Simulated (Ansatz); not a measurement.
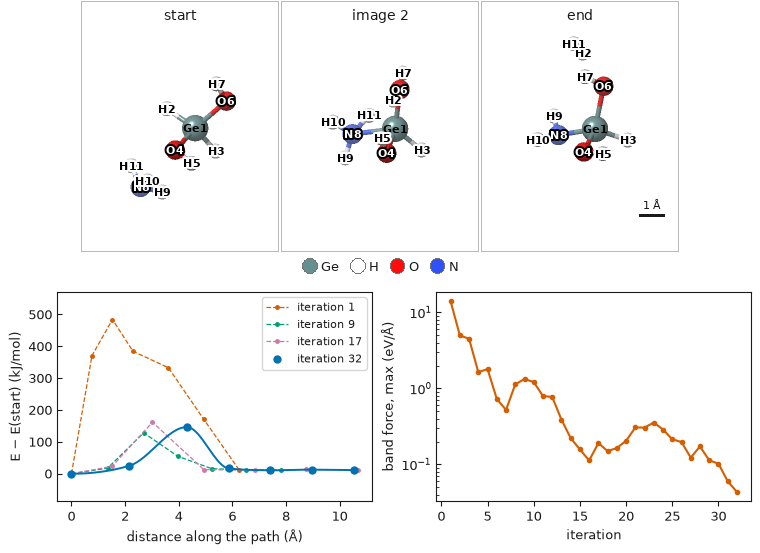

NEB run on GeNH₇O₂. Images are numbered from 0 (start) to 6 (end). The plot follows the band through its iterations. Style: ball-and-stick. Shown from a free direction.

The calculation used Ansatz 0.2.0, RKS PBE-D4/def2-SVP. Settings: 5 movable images; climbing image; force threshold 0.05 eV/Å; iteration limit 60; starting path through a guess of the saddle point.

### How did the profile develop, and is the result final?

The run is converged, with reservations. The band converged in 32 iterations. The largest component of the band force went from 14 to 0.044 eV/Å. The climbing image converged on the top of the path. Its vibrational analysis gives one imaginary mode (1193i cm⁻¹), as a transition state must have. The first iteration put the highest image at 484.3 kJ/mol. The highest point, image 2, lies 146.4 kJ/mol above the start and 135.0 kJ/mol above the end; the end is at +11.4 kJ/mol relative to the start.
